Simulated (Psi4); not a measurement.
# M06-L/aug-cc-pVDZ (Cholesky decomposition, cholesky tolerance 0.001, sweep point 6) run of BCl (SMILES [B]Cl)

Aim: the vertical ionisation energy of BCl at M06-L/aug-cc-pVDZ (Cholesky decomposition, cholesky tolerance 0.001, sweep point 6), from 2 runs. The job is set up through a Python script.

Program for the calculation: Psi4 1.11.

## (1) Starting point

The species is BCl (2 atoms), meant as a singlet with charge 0. As SMILES, `[B]Cl`. The shape is that of a PBE0-D4/def2-TZVP optimisation.

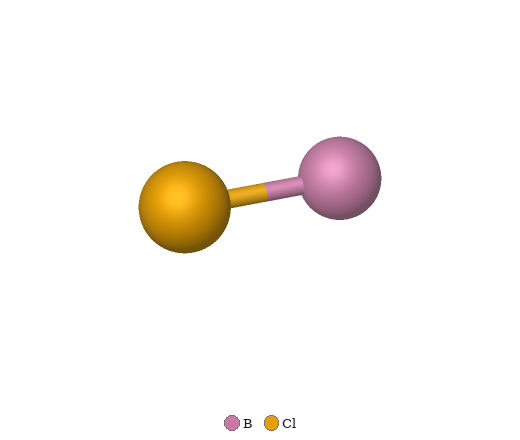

Viewed from a chosen angle; boron pink, chlorine amber.

## (2) A single-point energy at M06-L/aug-cc-pVDZ (Cholesky decomposition, cholesky tolerance 0.001, sweep point 6)

Input file run.py:

```python
import psi4

psi4.set_memory(1600000000)
psi4.set_num_threads(1)
psi4.core.set_output_file('output.dat', False)

mol = psi4.geometry("""
B      0.000000     0.000000    -0.069660
Cl     0.000000     0.000000     1.648190
symmetry c1
""")

psi4.set_options({
    'basis': 'aug-cc-pVDZ',
    'puream': True,
    'scf_type': 'cd',
    'dft_radial_points': 99,
    'dft_spherical_points': 590,
    'cholesky_tolerance': 0.001,
})

e, wfn = psi4.energy('m06-l', return_wfn=True)
print('E =', round(e, 9))
```

Launch:

```sh
$ python run.py
```

output.dat (excerpt; [...] marks lines left out):

```text
[...]
  Running in c1 symmetry.
[...]
  Nuclear repulsion =   26.183929276100940
[...]
  Multiplicity = 1
[...]
  Nalpha       = 11
  Nbeta        = 11
[...]
    Number of basis functions: 50
[...]
   @RKS iter   1:  -484.93846030051020   -2.20014e-01   4.92689e-03 ADIIS/DIIS
[...]
   @RKS iter   7:  -484.98370500877269   -3.47072e-08   3.73278e-07 DIIS
[...]
    Orbital Energies [Eh]
    ---------------------
    Doubly Occupied:
       1A   -101.241995     2A     -9.466157     3A     -7.169578
       4A     -7.165408     5A     -7.165408     6A     -6.754073
       7A     -0.859252     8A     -0.484892     9A     -0.370036
      10A     -0.370036    11A     -0.239905
[...]
  @RKS Final Energy:  -484.98370500877269
   => Energetics <=
    Nuclear Repulsion Energy =             26.1839292761009403
    One-Electron Energy =                -719.4299813599170648
    Two-Electron Energy =                 240.4671727482046322
    DFT Exchange-Correlation Energy =     -32.2048256731611460
    Empirical Dispersion Energy =           0.0000000000000000
    VV10 Nonlocal Energy =                  0.0000000000000000
    Total Energy =                       -484.9837050087726880
[...]
 Multipole Moments:
 ------------------------------------------------------------------------------------
     Multipole            Electronic (a.u.)      Nuclear  (a.u.)        Total (a.u.)
 ------------------------------------------------------------------------------------
 L = 1.  Multiply by 2.5417464519 to convert [e a0] to [Debye]
 Dipole X            :         -0.0000000            0.0000000           -0.0000000
 Dipole Y            :          0.0000000            0.0000000            0.0000000
 Dipole Z            :         -0.2437927            0.8694190            0.6256263
 Magnitude           :                                                    0.6256263
[...]
```

Standard output:

```text
E = -484.983705009
```

Run time: 6.6 s. Hardware: 1 thread of Intel Xeon Platinum 8488C (Sapphire Rapids), shared host; peak memory 0.72 GiB.

## (3) The doublet cation, same level

Input file run.py:

```python
import psi4

psi4.set_memory('1600 MB')
psi4.set_num_threads(1)
psi4.core.set_output_file('bcl.out', False)

mol = psi4.geometry("""
1 2
B      0.000000     0.000000    -0.069660
Cl     0.000000     0.000000     1.648190
symmetry c1
""")

psi4.set_options({
    'basis': 'aug-cc-pVDZ',
    'reference': 'uks',
    'puream': True,
    'scf_type': 'cd',
    'dft_radial_points': 99,
    'dft_spherical_points': 590,
    'cholesky_tolerance': 0.001,
    'maxiter': 100,
})

E, wfn = psi4.energy("m06-l", return_wfn=True)
print(f'm06-l energy: {E:.10f} Eh')
for k, v in sorted(psi4.core.scalar_variables().items()):
    print(f'{k:45s} {v:18.10f}')
```

Launch:

```sh
$ python run.py
```

bcl.out (excerpt; [...] marks lines left out):

```text
[...]
  Running in c1 symmetry.
[...]
  Nuclear repulsion =   26.183929276100940
[...]
  Multiplicity = 2
[...]
  Nalpha       = 11
  Nbeta        = 10
[...]
    Number of basis functions: 50
[...]
   @UKS iter   1:  -484.60486060078239    1.13586e-01   2.84562e-03 DIIS/ADIIS
[...]
   @UKS iter  10:  -484.62067891803321   -4.30003e-09   2.23067e-07 DIIS
[...]
   @S^2 Observed:                7.589980930E-01
[...]
    Orbital Energies [Eh]
    ---------------------
    Alpha Occupied:
       1A   -101.544809     2A     -9.762251     3A     -7.469668
       4A     -7.460497     5A     -7.460497     6A     -7.144179
       7A     -1.139081     8A     -0.774841     9A     -0.638201
      10A     -0.638201    11A     -0.606595
    Alpha Virtual:
      12A     -0.413712    13A     -0.413712    14A     -0.206606
      15A     -0.154850    16A     -0.115999    17A     -0.114855
      18A     -0.114855    19A     -0.079224    20A     -0.047384
      21A     -0.047383    22A     -0.043713    23A     -0.043713
      24A      0.002277    25A      0.014760    26A      0.014760
[...]
  @UKS Final Energy:  -484.62067891803321
   => Energetics <=
    Nuclear Repulsion Energy =             26.1839292761009403
    One-Electron Energy =                -712.8351927170866702
    Two-Electron Energy =                 233.9518831776732668
    DFT Exchange-Correlation Energy =     -31.9212986547206974
    Empirical Dispersion Energy =           0.0000000000000000
    VV10 Nonlocal Energy =                  0.0000000000000000
    Total Energy =                       -484.6206789180332066
[...]
 Multipole Moments:
 ------------------------------------------------------------------------------------
     Multipole            Electronic (a.u.)      Nuclear  (a.u.)        Total (a.u.)
 ------------------------------------------------------------------------------------
 L = 1.  Multiply by 2.5417464519 to convert [e a0] to [Debye]
 Dipole X            :         -0.0000000            0.0000000           -0.0000000
 Dipole Y            :          0.0000000            0.0000000            0.0000000
 Dipole Z            :         -2.1984894            0.8694190           -1.3290704
 Magnitude           :                                                    1.3290704
[...]
```

Standard output:

```text
m06-l energy: -484.6206789180 Eh
CURRENT ENERGY                                   -484.6206789180
CURRENT REFERENCE ENERGY                         -484.6206789180
DD SOLVATION ENERGY                                 0.0000000000
DFT FUNCTIONAL TOTAL ENERGY                      -484.6206789180
DFT TOTAL ENERGY                                 -484.6206789180
DFT VV10 ENERGY                                     0.0000000000
DFT XC ENERGY                                     -31.9212986547
GRID ELECTRONS ALPHA                               10.9999999503
GRID ELECTRONS BETA                                 9.9999999477
GRID ELECTRONS TOTAL                               20.9999998980
NUCLEAR REPULSION ENERGY                           26.1839292761
ONE-ELECTRON ENERGY                              -712.8351927171
PCM POLARIZATION ENERGY                             0.0000000000
PE ENERGY                                           0.0000000000
SCF ITERATION ENERGY                             -484.6206789180
SCF ITERATIONS                                     10.0000000000
SCF TOTAL ENERGY                                 -484.6206789180
TWO-ELECTRON ENERGY                               233.9518831777
XC GRID RADIAL POINTS                              99.0000000000
XC GRID SPHERICAL POINTS                          590.0000000000
XC GRID TOTAL POINTS                           114916.0000000000
```

Wall time 9 s (1 thread of Intel Xeon Platinum 8488C (Sapphire Rapids), shared host); peak memory 0.73 GiB.

## (4) Results

Level: M06-L/aug-cc-pVDZ (Cholesky decomposition, cholesky tolerance 0.001, sweep point 6).

| quantity | value |
| --- | --- |
| singlet BCl: total energy | -484.98371 Eh |
| singlet BCl: dipole moment | 1.59 D |
| singlet BCl: HOMO energy | -6.53 eV |
| singlet BCl: LUMO energy | -2.60 eV |
| singlet BCl: HOMO–LUMO gap | 3.93 eV |
| doublet cation: total energy | -484.62068 Eh |
| doublet cation: HOMO energy (highest over α and β) | -16.51 eV |
| doublet cation: LUMO energy (lowest over α and β) | -15.04 eV |
| doublet cation: ⟨S²⟩ | 0.759 |
| vertical ionisation energy (to the doublet cation) | 9.878 eV |

The vertical ionisation energy comes to 9.88 eV (953 kJ/mol). The negative HOMO energy of the first species, 6.53 eV, lies 3.35 eV below that difference.
